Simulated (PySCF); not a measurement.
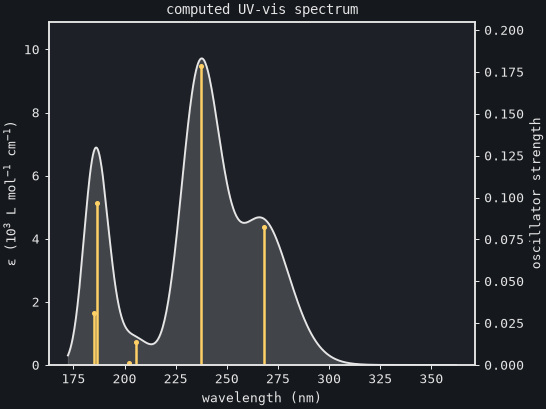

Vertical TDDFT excitations, CAM-B3LYP/def2-SVPD (IEF-PCM dimethylsulfoxide) in PySCF 2.14.0, at a PBE0-D3(BJ)/def2-SVP geometry (no frequency check). Only the first 6 singlet excitations are included; each is broadened by a Gaussian of 1/e half-width 0.30 eV. Sticks give oscillator strengths (right axis).

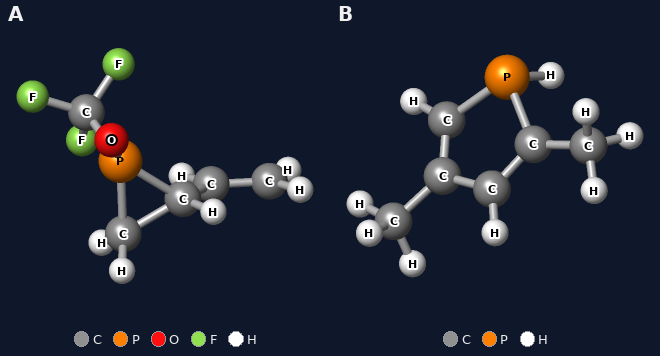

Question: Whose absorption spectrum is this? Choose among the lettered structures.

Answer: Structure B, C₆H₉P, SMILES Cc1c[pH]c(C)c1. Its lowest singlet lies at 4.62 eV (f = 0.082) and the brightest of those computed is S2 at 5.22 eV (237 nm), f = 0.178, mainly HOMO−1 → LUMO (94 %).

Known limits of this run: core orbitals are frozen in the response.
